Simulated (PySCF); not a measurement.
# B₃ClH₅N: electronic excitations and core binding energies

Wanted: the electronic excitations and core binding energies of B₃ClH₅N (`BN(B)BCl`), by calculation.

Computed with PySCF 2.14.0, with density-fitted response routines of our own, on a single molecule in the gas phase. Atoms count from 0, in the outputs and in this text.

**1. The starting structure**

10 atoms, charge 0, multiplicity 1; geometry from: GFN2-xTB.

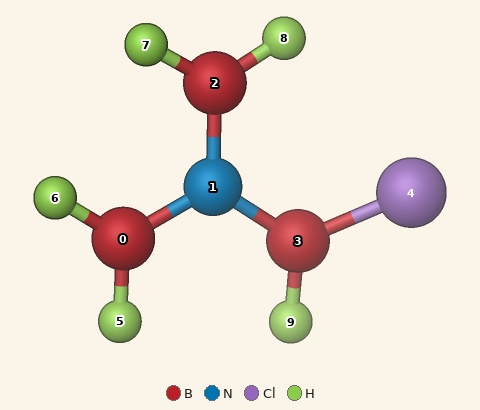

The starting geometry (boron red, nitrogen blue, chlorine purple, hydrogen green), atoms numbered.

**2. TDDFT and polarisability: CAM-B3LYP/def2-SVPD**

What the job is given:

```
{"job": {"kind": "uv", "xc": "CAM-B3LYP", "basis": "def2-SVPD", "nstates": 8, "ntriplets": 3}, "charge": 0, "multiplicity": 1}
B     -0.694482    -1.244113    -0.086992
N     -0.030053    -0.018951     0.251973
B     -0.811773     1.135458     0.604870
B      1.410975     0.007529     0.205585
Cl     2.307735     1.275744     0.888173
H     -0.065893    -2.149300    -0.475622
H     -1.852085    -1.321488     0.032208
H     -1.964811     1.018899     0.744170
H     -0.295971     2.176800     0.726088
H      2.005242    -0.875924    -0.284218
```

Method: TDDFT CAM-B3LYP/def2-SVPD, vertical, gas phase, core orbitals frozen in the response.

On the command line:

```
$ OMP_NUM_THREADS=1 python probes_run.py task.json out
```

This one command runs all jobs of the session in turn.

**Question.** This job is followed by: delta-SCF UKS SCAN, pcX-2 on the ionised atom, pcseg-1 elsewhere, spin-free X2C. Predict these results of the whole session: lowest singlet (CAM-B3LYP/def2-SVPD); brightest single state of those computed; lowest triplet; surface potential, least and greatest; B1s binding energies, SCAN/pcX-2; N1s binding energies, SCAN/pcX-2; Cl1s binding energies, SCAN/pcX-2; Cl2p binding energies, SCAN/pcX-2.

As calculated:

| quantity | value |
| --- | --- |
| lowest singlet (CAM-B3LYP/def2-SVPD) | 5.97 eV (208 nm), f = 0.002 |
| brightest single state of those computed | state 8, 7.53 eV, f = 0.151 |
| lowest triplet | 5.39 eV |
| surface potential, least and greatest | -0.35 V and 1.55 V |
| B1s binding energies, SCAN/pcX-2 | B3 197.56, B0 196.44 eV |
| N1s binding energies, SCAN/pcX-2 | N1 405.41 eV |
| Cl1s binding energies, SCAN/pcX-2 | Cl4 2829.15 eV |
| Cl2p binding energies, SCAN/pcX-2 | Cl4 207.13 eV |

In words: The lowest singlet, at 5.97 eV, is HOMO→LUMO 0.59, HOMO−1→LUMO 0.15 and is weak; of the 8 states computed, the strongest absorption comes from state 8 at 7.53 eV (the last computed, so partners may be missing). The lowest triplet lies 0.57 eV below the lowest singlet (triplets in Tamm-Dancoff, singlets in full TDDFT). At CAM-B3LYP/def2-SVPD, counted by nearest atom on the grid, the HOMO lies on Cl4 65 %; H9 13 %, the LUMO on B2 36 %; B3 16 %. B3 (boron bonded to Cl, N, H) binds its B1s electron 1.12 eV more tightly than B0 (boron bonded to N, 2 H).
